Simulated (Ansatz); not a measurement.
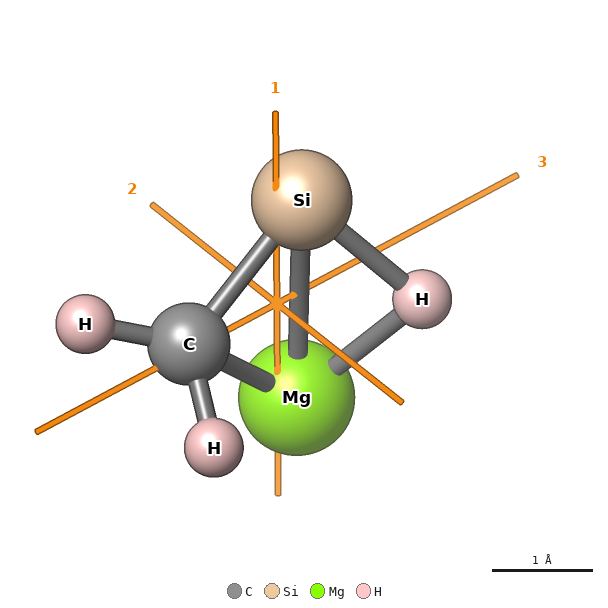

The three principal axes of inertia are drawn and numbered. Distant atoms are faded towards the background colour. Charge +1, singlet. Computed geometry: PBE0-D4/def2-TZVP optimisation. No frequency run is at hand to confirm it as a minimum. Masses are those of the most abundant isotopes; constants are for the rigid equilibrium geometry.

> Which line is the a axis (least moment of inertia), which b and which c?

a is line 1, b is line 3, c is line 2; the moments are 31.0, 88.1, 115 u Å².

> Classify the rotor and give the rotational constants (cm⁻¹).

An asymmetric top (C1): A = 0.545, B = 0.191, C = 0.146 cm⁻¹. Ray's parameter κ is −0.77, nearer the prolate limit.
